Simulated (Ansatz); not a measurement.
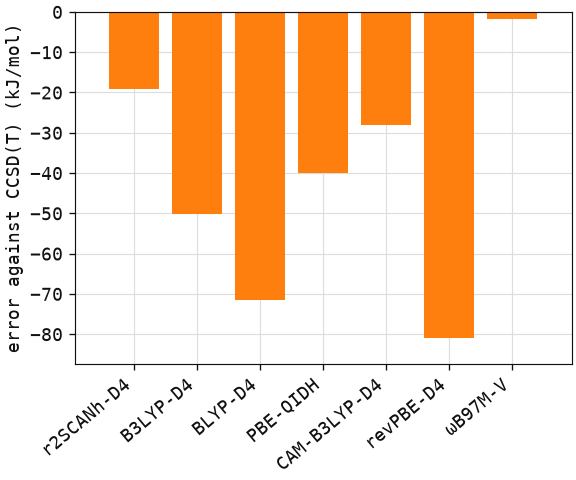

Error in the electronic atomisation energy (method less reference, so positive means overbinding) of CH₅AlCl₂O, SMILES [CH3][Al-]([OH2+])([Cl])[Cl], singlet: functionals in def2-TZVPP against frozen-core CCSD(T) at the limit (MP2 extrapolated from triple and quadruple zeta, plus CCSD(T) less MP2 in a smaller set), which gives 3547.0 kJ/mol, at a PBE0-D4/def2-TZVP geometry (a minimum by its frequencies), no zero-point or spin-orbit term, the Ansatz code. The reference leaves out core correlation, a term that grows with the number of heavy atoms. PBE-QIDH holds a correlation term that converges slowly with the basis, so part of the distance to the limit is basis error. No dispersion term is added to PBE-QIDH.

### Which of these levels overbind, and which underbind?

Overbind: none clearly. Underbind: B3LYP-D4, BLYP-D4, PBE-QIDH, CAM-B3LYP-D4 and revPBE-D4. Within 25 kJ/mol of zero, too close to call in view of what the reference leaves out: r2SCANh-D4 and ωB97M-V.

### What range do the values span?

From −81.0 kJ/mol (revPBE-D4) to −1.7 kJ/mol (ωB97M-V).
